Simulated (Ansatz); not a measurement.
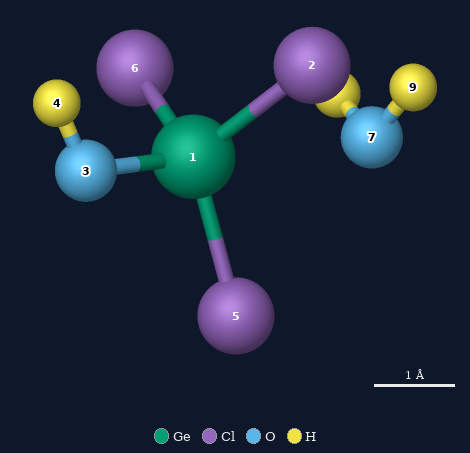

Fig. 1: The starting structure (ball-and-stick view, seen at a tilt; atoms are numbered from 1 in the order of the input). Sticks mark near contacts.

Nudged elastic band, with input and output: GeH$_{3}$Cl$_{3}$O$_{2}$

GeH$_{3}$Cl$_{3}$O$_{2}$, set up with RKS PBE0/def2-SVP (Ansatz 0.2.0).

One setting was made poor on purpose. It belongs to a series of runs on one base structure; here: an input spoilt on purpose.

### Input file
```yaml
crystal:
  periodic: [false, false, false]
  atoms:
    - { symbol: Ge, position_ang: [0.193636, 0.012168, -0.105639] }
    - { symbol: Cl, position_ang: [0.376361, -0.119553, 2.033131] }
    - { symbol: O, position_ang: [1.825808, -0.017681, -0.748605] }
    - { symbol: H, position_ang: [2.309166, -0.816003, -0.502968] }
    - { symbol: Cl, position_ang: [-0.568748, 1.843656, -0.832094] }
    - { symbol: Cl, position_ang: [-0.789842, -1.74595, -0.861621] }
    - { symbol: O, position_ang: [-2.525053, 0.101555, 0.9365] }
    - { symbol: H, position_ang: [-2.822412, -0.742635, 0.57731] }
    - { symbol: H, position_ang: [-2.315016, -0.097356, 1.856588] }
basis:
  gaussian: { orbitals: def2-SVP }
hamiltonian:
  xc: pbe0
neb:
  order_check: false
  images: 3
  f_tol: 0.05
  max_iterations: 8
  climbing: true
  final_atoms:
    - { symbol: Ge, position_ang: [-0.50491244, -0.23746011, -0.73408885] }
    - { symbol: Cl, position_ang: [0.36844832, 0.17400097, 2.90270736] }
    - { symbol: O, position_ang: [1.11449846, -0.54130214, -0.19399252] }
    - { symbol: H, position_ang: [1.23492921, -0.28498792, 0.737908] }
    - { symbol: Cl, position_ang: [-0.82988153, 1.7598897, -1.41723996] }
    - { symbol: Cl, position_ang: [-0.97473314, -1.58142594, -2.30812863] }
    - { symbol: O, position_ang: [-1.5763005, -0.50671202, 0.66175238] }
    - { symbol: H, position_ang: [-2.48063359, -0.19391867, 0.53089275] }
    - { symbol: H, position_ang: [-0.66751478, -0.16988288, 2.17279148] }
  initial_path: idpp
  relax_end_points: true
```

Command:
```bash
ansatz run input.yaml --threads 4 --pin off --max-ram 5120MiB --backend cpu --events-out ev --progress --plain --runs-dir out
```

### Log
```
Error: invalid value for `basis.gaussian`: such a run doesn't read neb.relax_end_points; remove what it names
```

### Outcome

```json
{"quantity": "outcome", "value": "refused by the program"}
{"quantity": "hardware", "value": "4 threads of Arm Neoverse V1, 24 GiB of memory available, shared host"}
```

The program refused the input: “invalid value for `basis.gaussian`: such a run doesn't read neb.relax_end_points; remove what it names” A deliberately poor setting: bad input.
